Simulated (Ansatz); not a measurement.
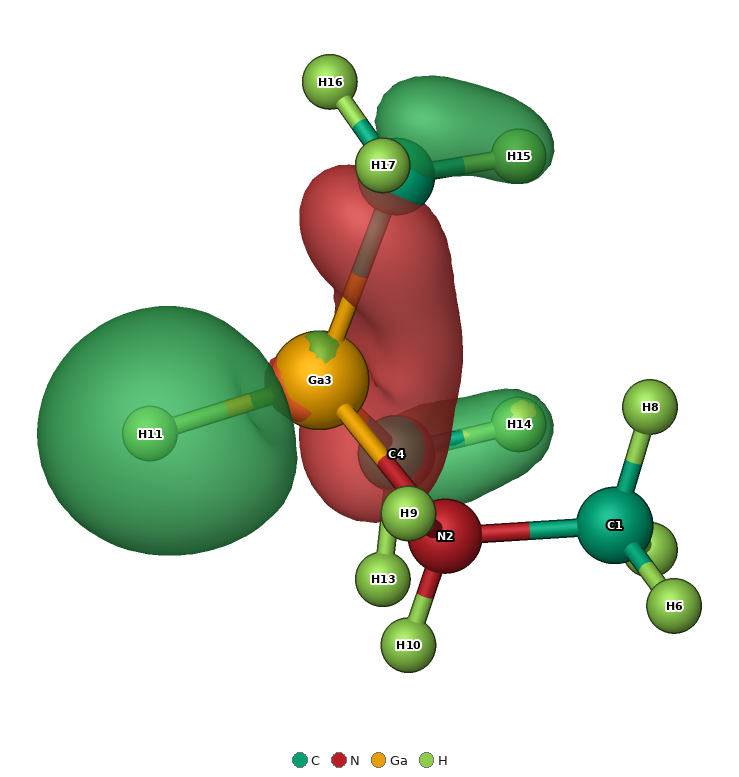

Figure 1: C3H12GaN (SMILES C[NH2+][GaH-]([CH3])[CH3]). The HOMO−1 at ±0.15 Å⁻³ᐟ² (green and red are the two phases), seen at an oblique angle.

Geometry: PBE0-D4/def2-TZVP.

The calculation used RKS PBE0-D4/def2-TZVPP in Ansatz.

Input file:

```
crystal:
  periodic: [false, false, false]
  atoms:
    - {symbol: C, position_ang: [0.651720, 1.433702, -1.193558]}
    - {symbol: N, position_ang: [1.180286, 0.872936, 0.052067]}
    - {symbol: Ga, position_ang: [-0.007072, -0.712555, 0.912214]}
    - {symbol: C, position_ang: [0.061838, -2.042095, -0.571658]}
    - {symbol: C, position_ang: [-1.717123, 0.263894, 1.222985]}
    - {symbol: H, position_ang: [1.278726, 2.232494, -1.598309]}
    - {symbol: H, position_ang: [0.569297, 0.636557, -1.931842]}
    - {symbol: H, position_ang: [-0.348076, 1.824991, -1.007546]}
    - {symbol: H, position_ang: [1.264697, 1.591207, 0.762939]}
    - {symbol: H, position_ang: [2.110715, 0.495241, -0.089442]}
    - {symbol: H, position_ang: [0.930685, -0.971402, 2.174401]}
    - {symbol: H, position_ang: [-0.366694, -2.992262, -0.240156]}
    - {symbol: H, position_ang: [1.086113, -2.253722, -0.893257]}
    - {symbol: H, position_ang: [-0.511600, -1.721412, -1.446126]}
    - {symbol: H, position_ang: [-2.232624, 0.509770, 0.290158]}
    - {symbol: H, position_ang: [-2.399221, -0.357759, 1.810047]}
    - {symbol: H, position_ang: [-1.570669, 1.190014, 1.787083]}
basis:
  gaussian: {orbitals: def2-TZVPP}
hamiltonian: {xc: pbe0, dispersion: d4}
output: {orbitals: {seedname: orbitals}}
```

Run with:

```sh
ansatz run in.yaml --threads 4 --pin off --events-out ev --progress --plain --max-ram 11315MiB
```

Question: What is the character of this orbital?

Answer: It lies mainly on H11 (about 35 %), Ga3 (about 30 %), C4 (about 10 %) and C5 (about 10 %). Its energy is −6.98 eV.
